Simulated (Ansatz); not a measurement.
```xyz
6

Hf    0.0029    0.0000   -0.0770
F     0.0085    0.0000    1.8346
Cl    2.2141    0.0000   -0.8460
Cl   -1.1061    1.9160   -0.8384
Cl   -1.1061   -1.9160   -0.8384
Cl   -0.0108    0.0000    4.5076
```

Core potentials replace the inner electrons of Hf.

Level of theory: Ansatz, UKS PBE/def2-SVP.

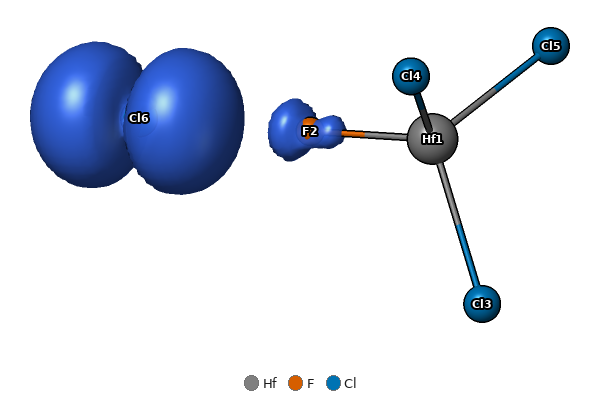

Cl3FHf···Cl (doublet). Isosurfaces of the spin density at +0.03 (blue) and −0.03 e/Å³ (red), seen at a tilt.

Where is the unpaired spin?

Answer. The unpaired spin (1 electron) lies mostly on Cl6 (about 1.0), in electrons by Hirshfeld's partition. Only one sign reaches the isovalue.
